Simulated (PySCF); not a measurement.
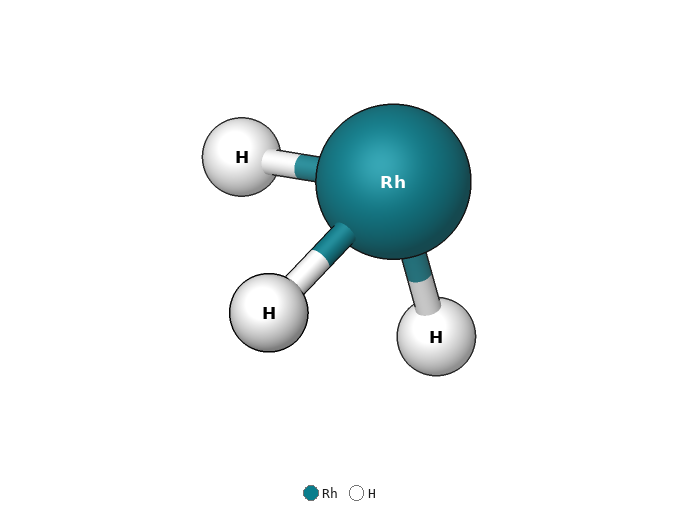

A metal compound. The species is neutral and a spin singlet. Computed geometry: PBE0/def2-TZVP with core potentials optimisation.

What is the coordination number of the metal, and which atoms bind to it?

Answer. Rh binds 3 atoms: 3 H at 1.50 Å. The arrangement is trigonal pyramidal.

Give the formal oxidation state and the d-electron count.

Answer. Rh(III), d⁶, counting the ligands as closed-shell ions or neutral donors.

The search tried a few shapes and spins; others may lie lower.
